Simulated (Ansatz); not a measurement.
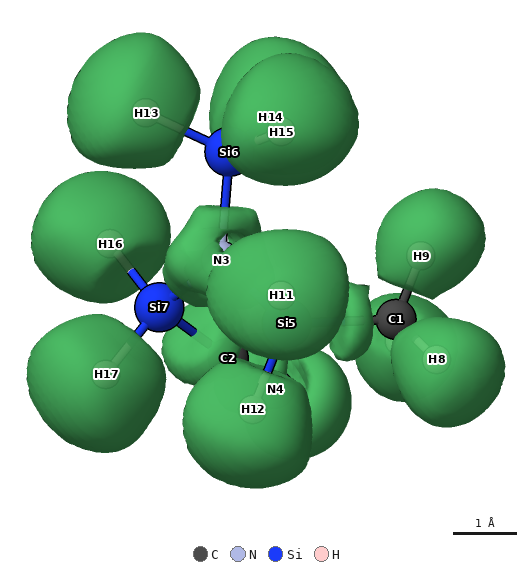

Figure 1: C2H10N2Si3. Isosurface of the ELF at 0.8 (green), seen at a tilt. Only the valence region is drawn (cores and ρ < 0.01 e/Å³ removed).

Geometry: PBE0-D3(BJ)/def2-SVP.

The calculation used isolated molecule in a Gaussian basis; Kohn-Sham density functional theory, functional PBE0 (Ansatz).

Input

```
crystal:
  periodic: [false, false, false]
  atoms:
    - {symbol: C, position_ang: [1.158336, -1.254291, -1.182515]}
    - {symbol: C, position_ang: [-1.423351, -0.955352, 1.821623]}
    - {symbol: "N", position_ang: [0.180405, 1.073756, 0.449076]}
    - {symbol: N, position_ang: [-1.828380, -2.036589, 1.708635]}
    - {symbol: Si, position_ang: [1.584934, 0.058853, 0.075254]}
    - {symbol: Si, position_ang: [-0.442888, 2.190730, -0.758342]}
    - {symbol: Si, position_ang: [-0.701095, 0.768015, 1.907461]}
    - {symbol: H, position_ang: [2.031657, -1.889940, -1.397173]}
    - {symbol: H, position_ang: [0.827096, -0.801441, -2.130218]}
    - {symbol: H, position_ang: [0.347403, -1.894558, -0.801934]}
    - {symbol: H, position_ang: [2.690501, 0.933801, -0.419081]}
    - {symbol: H, position_ang: [1.987614, -0.564005, 1.374362]}
    - {symbol: H, position_ang: [-0.694834, 3.531293, -0.150182]}
    - {symbol: H, position_ang: [-1.719837, 1.703591, -1.364085]}
    - {symbol: H, position_ang: [0.591257, 2.304307, -1.829308]}
    - {symbol: H, position_ang: [-1.847130, 1.711018, 2.019750]}
    - {symbol: H, position_ang: [0.148579, 0.790886, 3.127223]}
basis:
  gaussian:
    orbitals: def2-SVPD
hamiltonian:
  xc: pbe0
output: {forces: true, orbitals: {seedname: orbitals}}
```

Run with:

```sh
ansatz run input.yaml --threads 4 --pin off --max-ram 7830MiB --events-out events.jsonl --progress --plain --runs-dir runs
```

### Identify the bonds, lone pairs and shells in this picture.

At this value the surface marks out one region between bonded C–N atoms (shared pairs), two regions between bonded C–Si atoms (shared pairs), ten regions around hydrogen nuclei, one region on N in which the atom's valence shell and bonds are merged and one lobe on N, pointing away from the bonds (lone pairs). Profiles from the grid: C–N (1.16 Å): the ELF peaks at about 0.85 between the atoms (a short, multiple covalent bond). Si–N (1.73 Å): the ELF peaks at about 0.90 between the atoms: a shared but strongly polarised pair.
